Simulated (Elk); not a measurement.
# Spin spirals in MnRh by the generalised Bloch theorem, part 2 of 2

Aim: the energy of spin spirals in MnRh along a path of wavevectors.

Elk 11.2.3 (patched build); LDA (Perdew-Wang); all-electron APW+lo, Dirac cores, scalar-relativistic bands.

So far. Step 2 (The state at q = 0): After 23 cycles the largest moment stands at 3.42 μB.

### Step 3. One pass at q = (0, 0.25, 0)

One diagonalisation in the potential of q = 0; by the force theorem the spiral's energy is the band energy with the smearing's entropy term, less that of a like pass at q = 0. The total energy that such a pass prints is not self-consistent and is not used.

The input, elk.in:

```
tasks
  1

xctype
  3

rgkmax
  7.0

nempty
  12

swidth
  0.002

reducebf
  0.5

epsengy
  1e-06

maxscl
  1

lmaxi
  2

spinsprl
  .true.

spinpol
  .true.

vqlss
  0.000000 0.250000 0.000000

sppath
  './'

avec
  5.75232632336 0.00000000000 0.00000000000
  0.00000000000 5.75232632336 0.00000000000
  0.00000000000 0.00000000000 5.75232632336

atoms
  2
  'Mn.in'
  1
  0.0000000000 0.0000000000 0.0000000000   -0.000105 0.000000 0.000000
  'Rh.in'
  1
  0.5000000000 0.5000000000 0.5000000000   0.000000 0.000000 0.000000

ngridk
  8 8 8
```

Launch:

```console
> OMP_NUM_THREADS=2 elk
```

Numbers of over 12 decimals in the logs are rounded to 6 here.

Log:

```text
┌─────────────────────────┐
│ Elk code version 11.2.3 │
└─────────────────────────┘

All units are atomic (Hartree, Bohr, etc.)

┌──────────────────────────────────────────┐
│ Ground-state run resuming from STATE.OUT │
└──────────────────────────────────────────┘

Lattice vectors :
   5.752326323       0.000000000       0.000000000
   0.000000000       5.752326323       0.000000000
   0.000000000       0.000000000       5.752326323

Species : 1 (Mn)
 muffin-tin radius :    2.367197149
 atomic positions (lattice), magnetic fields (Cartesian) :
  1 :   0.00000000  0.00000000  0.00000000    0.00000000  0.00000000  0.00000000

Species : 2 (Rh)
 muffin-tin radius :    2.564463578
 atomic positions (lattice), magnetic fields (Cartesian) :
  1 :   0.50000000  0.50000000  0.50000000    0.00000000  0.00000000  0.00000000

Total number of atoms per unit cell :    2
Total muffin-tin volume :    126.2082717
 ratio of muffin-tin to unit cell volume :   0.6630667861

Spin treatment :
 spin-polarised
 global magnetic field (Cartesian) :    0.000000000       0.000000000       0.000000000
 non-collinear magnetisation
 spin-spiral state assumed
  q-vector (lattice)   :    0.000000000      0.2500000000       0.000000000
  q-vector (Cartesian) :    0.000000000      0.2730714912       0.000000000
  q-vector length      :   0.2730714912

Number of Bravais lattice symmetries :    8
Number of crystal symmetries         :    8
Crystal has no inversion symmetry
Complex Hermitian eigensolver will be used

k-point grid :      8     8     8
k-point offset :    0.000000000       0.000000000       0.000000000
k-point set is reduced with full crystal symmetry group
Total number of k-points :      120

Muffin-tin radius times maximum |G+k| :    7.000000000
 using average radius
Maximum |G+k| for APW functions       :    2.838800310
Maximum (1/2)|G+k|²                   :    4.029393600
Maximum |G| for potential and density :    12.00000000
Constant for pseudocharge density :    8
 order of it for each species :   15  15
 order of it for pair densities of each species (exact exchange by exxq0 0: 15) :    9  11
Radial integration step length :    1

G-vector grid sizes :     24    24    24
Number of G-vectors :     5497

Maximum angular momentum used for
 APW functions            :    8
 outer part of muffin-tin :    6

Number of empty states         :     24
Total number of valence states :     82
Total number of core states    :     38

Third-order local-orbitals added for an l without core states : T
Total number of local-orbitals :     41

Exchange-correlation functional :      3     0     0
 Perdew-Wang/Ceperley-Alder, Phys. Rev. B 45, 13244 (1992)
 gradient requirement :    0
 local density approximation (LDA)

Smearing type :    3
 Fermi-Dirac
Smearing width :   0.2000000000E-02
Effective electronic temperature (K) :    631.5500496

Mixing type :    3
 Broyden mixing, J. Phys. A: Math. Gen. 17, L317 (1984)

Potential read in from STATE.OUT

┌──────────────────────────────┐
│ Self-consistent loop started │
└──────────────────────────────┘

┌─────────────────┐
│ Loop number : 1 │
└─────────────────┘

Reached self-consistent loops maximum

Energies :
 Fermi                       :     0.302820
 sum of occupied eigenvalues :     -3526.2206234857
 electron kinetic            :      6151.7532060319
 core electron kinetic       :      5880.3272363419
 Coulomb                     :     -11904.477937092
 Coulomb potential           :     -9433.5602732103
 nuclear-nuclear             :     -810.38467976315
 electron-nuclear            :     -12782.772162077
 Hartree                     :      1688.6789047491
 Madelung                    :     -7187.6978004864
 xc potential                :     -244.20050379904
 xc effective B-field        :    -0.212603
 external B-field            :      0.000000
 exchange                    :     -178.15209929492
 correlation                 :     -6.349524
 electron entropic           :    -0.74733989163801E-03
 total energy                :     -5937.2271014888
 (external B-field energy excluded from total)

Density of states at Fermi energy :    56.93794994
 (states/Hartree/unit cell)

Estimated indirect band gap :   0.4100184599E-03
 from k-point 20 to k-point 10
Estimated direct band gap   :   0.7283914025E-02
 at k-point 44

Charges :
 core                        :    38.00000000
 valence                     :    32.00000000
 interstitial                :    2.186328283
 muffin-tins (core leakage)
  species : 1 (Mn)
   atom 1                    :    23.78906974     ( -0.3583061419E-05)
  species : 2 (Rh)
   atom 1                    :    44.02460198     ( -0.5274594432E-05)
 total in muffin-tins        :    67.81367172
 total calculated charge     :    69.99974094
 total charge                :    70.00000000
 error                       :   0.2590604694E-03

Moments :
 interstitial                :   0.7757601684E-01 -0.2300168291E-05 -0.6474034293E-08
 muffin-tins
  species : 1 (Mn)
   atom 1                    :    3.436602888     -0.1205802633E-02  0.4080110000E-05
  species : 2 (Rh)
   atom 1                    :   0.4818606889     -0.1692052853E-03 -0.6091460876E-05
 total in muffin-tins        :    3.918463577     -0.1375007918E-02 -0.2011350876E-05
 total moment                :    3.996039594     -0.1377308086E-02 -0.2017824911E-05

┌──────────────────────────────┐
│ Self-consistent loop stopped │
└──────────────────────────────┘
```

The job ended after 12 s (2 threads of Intel Xeon Platinum 8375C at 2.90GHz (Ice Lake), shared host; peak memory 0.14 GiB).

This step gave:

```
magnetization  : 3.996, -0.001377, 0 μB
final state    : spiral
largest moment : 3.437 μB
```

Moments of a spiral are printed for the first cell, in the frame that turns with it; over the crystal the turning parts cancel.

By that sum this spiral lies +31.0 meV a seeded atom from q = 0.

### Step 4. One pass at q = (0, 0.5, 0)

Edit elk.in of step 3 so:

```diff
@@ -34,3 +34,3 @@
 vqlss
-  0.000000 0.250000 0.000000
+  0.000000 0.500000 0.000000
```

Launch:

```console
> OMP_NUM_THREADS=2 elk
```

Log:

```text
┌─────────────────────────┐
│ Elk code version 11.2.3 │
└─────────────────────────┘

All units are atomic (Hartree, Bohr, etc.)

┌──────────────────────────────────────────┐
│ Ground-state run resuming from STATE.OUT │
└──────────────────────────────────────────┘

Lattice vectors :
   5.752326323       0.000000000       0.000000000
   0.000000000       5.752326323       0.000000000
   0.000000000       0.000000000       5.752326323

Species : 1 (Mn)
 muffin-tin radius :    2.367197149
[...]
error                       :   0.2541081978E-03

Moments :
 interstitial                :   0.5323951250E-01  0.3075362803E-04 -0.1636741390E-06
 muffin-tins
  species : 1 (Mn)
   atom 1                    :    3.454887076     -0.1233430847E-02  0.3883185143E-05
  species : 2 (Rh)
   atom 1                    :   0.2559408759     -0.7338439831E-04  0.4613529537E-05
 total in muffin-tins        :    3.710827952     -0.1306815245E-02  0.8496714679E-05
 total moment                :    3.764067465     -0.1276061617E-02  0.8333040540E-05

┌──────────────────────────────┐
│ Self-consistent loop stopped │
└──────────────────────────────┘

[key lines of the parts left out:]
total energy                :     -5937.2252421874
```

Wall time 12 s (2 threads); peak memory 0.14 GiB.

Read from the output:

```
magnetization  : 3.764, -0.001276, 0 μB
final state    : spiral
largest moment : 3.455 μB
```

By that sum this spiral lies +140.3 meV a seeded atom from q = 0.

### Step 5. Another try

A slip in the input shows what the program catches and what it lets pass.

The input, elk.in:

```
tasks
  0

xctype
  3

rgkmax
  high

nempty
  12

swidth
  0.002

reducebf
  0.5

epsengy
  1e-06

maxscl
  60

lmaxi
  2

spinsprl
  .true.

spinpol
  .true.

vqlss
  0.500000 0.500000 0.000000

sppath
  './'

avec
  5.75232632336 0.00000000000 0.00000000000
  0.00000000000 5.75232632336 0.00000000000
  0.00000000000 0.00000000000 5.75232632336

atoms
  2
  'Mn.in'
  1
  0.0000000000 0.0000000000 0.0000000000   -0.105000 0.000000 0.000000
  'Rh.in'
  1
  0.5000000000 0.5000000000 0.5000000000   0.000000 0.000000 0.000000

ngridk
  8 8 8
```

Launch:

```console
> OMP_NUM_THREADS=2 elk
```

Log:

```text
┌─────────────────────────────────┐
│ Elk code version 11.2.3 started │
└─────────────────────────────────┘

Error(readinput): error reading from elk.in
Problem occurred in 'rgkmax' block
Check input convention in manual
```

Elapsed: 0.01 s, on 2 threads; peak memory 0.05 GiB.

The program refused the input before any cycle.

The program's message: “Error(readinput): error reading from elk.in”

The fault put into the input: a word for a number.

The value must be typed in digits.

### Step 6. All wavevectors

Wavevectors, in fractions of the reciprocal vectors: (0, 0, 0); (0, 0.25, 0); (0, 0.5, 0); (0.25, 0.5, 0); (0.5, 0.5, 0); (0.25, 0.25, 0); (0, 0, 0); (0.25, 0.25, 0.25); (0.5, 0.5, 0.5). The path runs through Γ, X, M, Γ, R.

Energy less that at q = 0, frozen potential against path:

| path (Å⁻¹) | energy less that at q = 0, frozen potential (meV a seeded atom) |
| --- | --- |
| 0.00 | 0 |
| 0.52 | 31.0 |
| 1.03 | 140 |
| 1.55 | 65.6 |
| 2.06 | 66.1 |
| 2.79 | 26.6 |
| 3.52 | 0 |
| 4.42 | 12.7 |
| 5.31 | 127 |

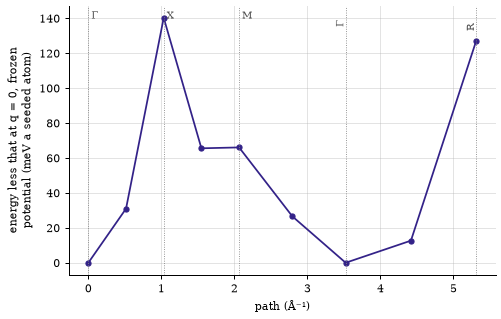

Energy less that at q = 0, frozen potential against path.

Magnon energy 4 dE/(M sin²θ), frozen potential against path:

```
path (Å⁻¹)  magnon energy 4 dE/(M sin²θ), frozen potential (meV)
      0.00                                                     0
      0.52                                                  30.1
      1.03                                                   136
      1.55                                                  63.8
      2.06                                                  64.3
      2.79                                                  25.8
      3.52                                                     0
      4.42                                                  12.3
      5.31                                                   124
```

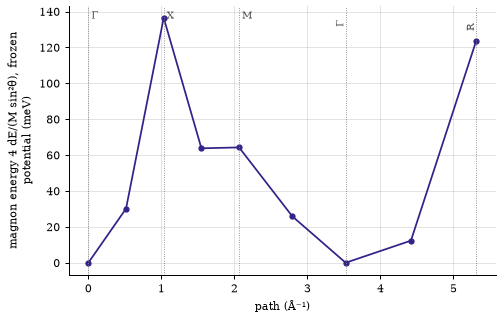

Magnon energy 4 dE/(M sin²θ), frozen potential against path.

### Step 7. What came out

```
lowest point  : (0, 0, 0), 0 meV a seeded atom (frozen potential)
highest point : (0, 0.5, 0), 140 meV a seeded atom
```

No spiral on the path lies under the state at q = 0; the dearest costs 140 meV a seeded atom. The force theorem is exact for small turns only; a flat spiral at large q turns neighbours far. The magnon energies are adiabatic and undamped; from flat spirals they are a Heisenberg estimate. The mesh is the same for all points and was not tested: differences of a few meV, and of some ten in a metal, can be noise.

[Logs and program files are shortened in this print: banners, set-up blocks, solver, clock and traceback lines can be left out without a mark of their own.]

[Logs are printed without paths, hosts, clocks, repeated set-up lines and the standing remarks that a program may print on its own settings, such as how far it seeks lower states.]

[Hosts, paths, dates, database ids (printed as entryN), source tags and the programs' standing remarks are cut or masked in the printed files.]

[Where a cell is said to come from a database of computed structures, the database is the Materials Project.]
